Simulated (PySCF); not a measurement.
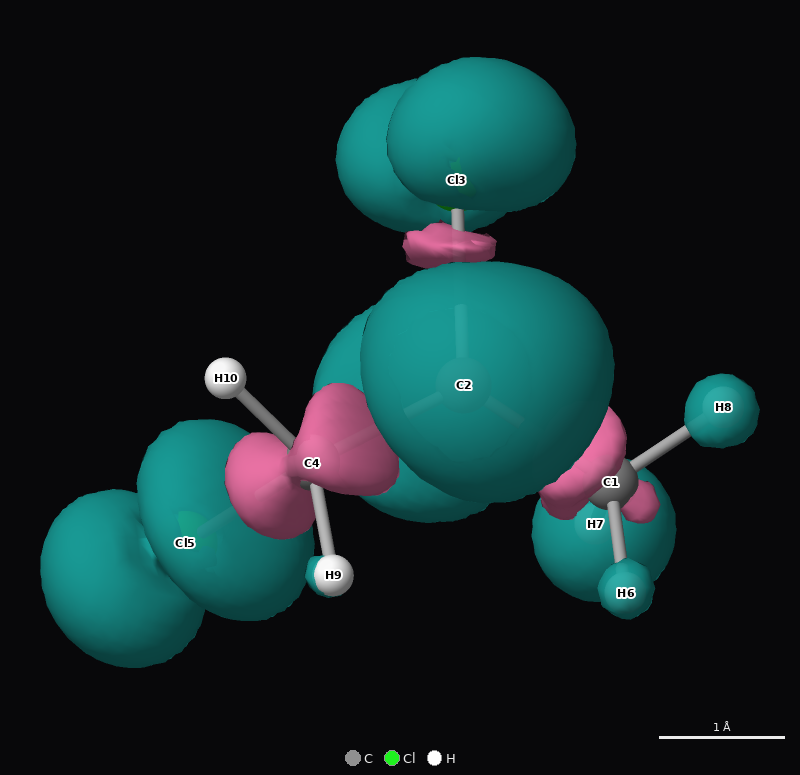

*C3H5Cl2 (doublet). Isosurfaces of the spin density (α minus β) at +0.015 (teal) and −0.015 e/Å³ (pink), seen at an oblique angle.*

Geometry: GFN2-xTB.

Theory: UKS B3LYP, pcH-1 on C Cl H, non-relativistic, mean-field spin-orbit, GIAO in PySCF.

```xyz
10

C    -1.2061    0.0867   -0.5460
C     0.0985    0.5546   -0.0201
Cl    0.1343    2.0896    0.7269
C     1.2091   -0.3291    0.2037
Cl    0.9558   -1.3424    1.7967
H    -1.0498   -0.6821   -1.2999
H    -1.8147   -0.3503    0.2525
H    -1.7698    0.9111   -0.9771
H     1.2985   -1.1068   -0.5491
H     2.1531    0.1734    0.3898
```

### Which atoms carry the spin?

The unpaired spin (1 electron) lies mostly on C2 (about 0.5), Cl5 (about 0.2) and Cl3 (about 0.1), in electrons by Hirshfeld's partition.
